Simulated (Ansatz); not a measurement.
**CH₅B···H₂O: density, localisation and related maps**

```xyz
10

B    -0.0380    0.4351   -0.0953
O    -0.2564    0.0328    1.5889
H    -1.0212    0.5345    1.9144
H     0.9694   -0.2064   -0.3375
C    -1.3881   -0.0494   -0.7936
H    -1.5581   -1.1374   -0.7167
H    -2.2968    0.4645   -0.4252
H    -1.3262    0.1864   -1.8716
H     0.1378    1.6458   -0.0363
H     0.5148    0.3748    2.0677
```

All numbers below come from RKS B3LYP-D4/def2-SVP in Ansatz.

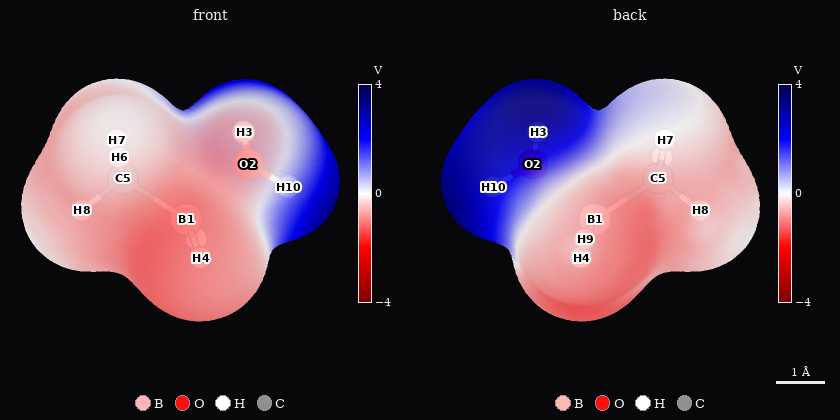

Figure 1. The electrostatic potential painted on the density surface at 0.002 e/bohr³, seen from the front and from behind; the colour scale runs from red (negative) to blue (positive).

Which sites attract a positive test charge, and which a negative one?

A positive charge is drawn to the negative regions and a negative charge to the positive ones. The most negative region (about −1.3 V, or −30 kcal/mol for a unit charge) lies over H9, the most positive (about +3.4 V, or +78 kcal/mol for a unit charge) over H3 and H10.

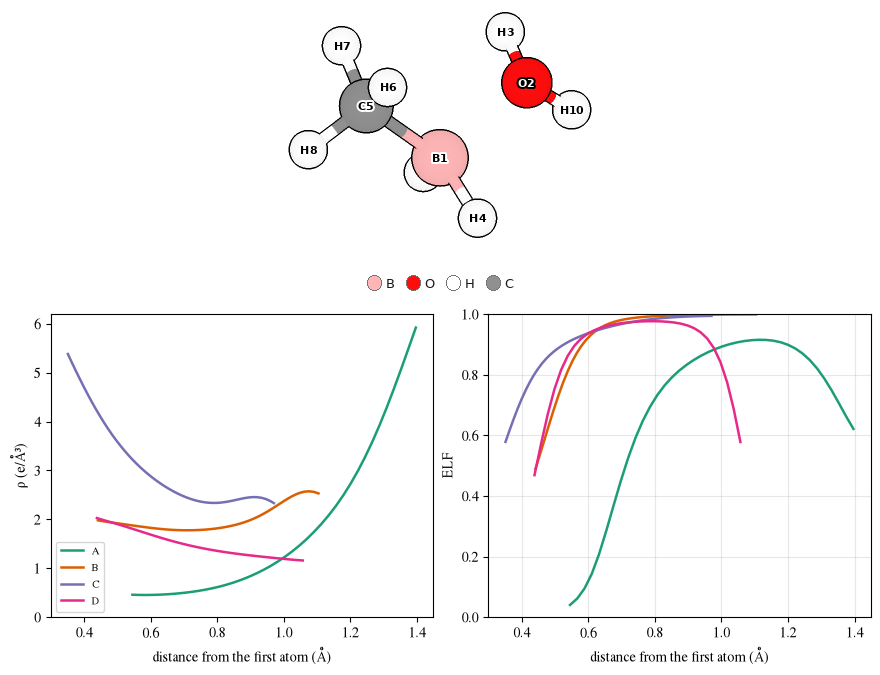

Figure 2. Total electron density and electron localisation function along straight lines between neighbouring atoms. The curves leave out the atomic cores. The structure is drawn too.

Which curve belongs to which contact (B–O, C–B, C–H and O–H)? The first atom named is at distance zero.

Curve A: B1···O2 (1.75 Å): the density falls to about 0.45 e/Å³ on the way; the ELF peaks at about 0.90 between the atoms. Curve B: C–H (1.10 Å): ρ is about 1.9 e/Å³ halfway; the ELF climbs to about 1 towards the hydrogen, as it does in any bond to H (a covalent bond by its length). Curve C: O–H (0.97 Å): ρ at the midpoint is about 3.7 e/Å³; the ELF climbs to about 1 towards the hydrogen; an ordinary covalent bond to hydrogen. Curve D: C–B (1.60 Å): ρ is about 1.4 e/Å³ halfway; the ELF peaks at about 1 between the atoms (localised, covalent bonding).

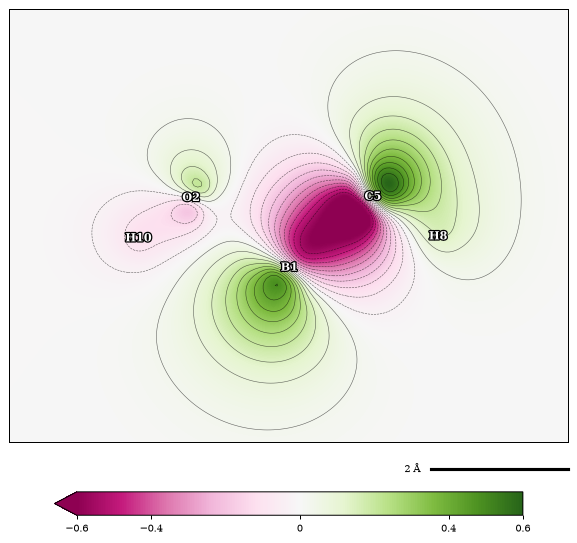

Figure 3. The HOMO−1 on the plane of atoms B1, C5 and H8 (values in Å⁻³ᐟ²; the overall sign is arbitrary).

What is the character of this orbital?

Its weight (Hirshfeld) is mainly on C5 (about 35 %), B1 (about 30 %) and H4 (about 15 %). Its energy is −7.87 eV.
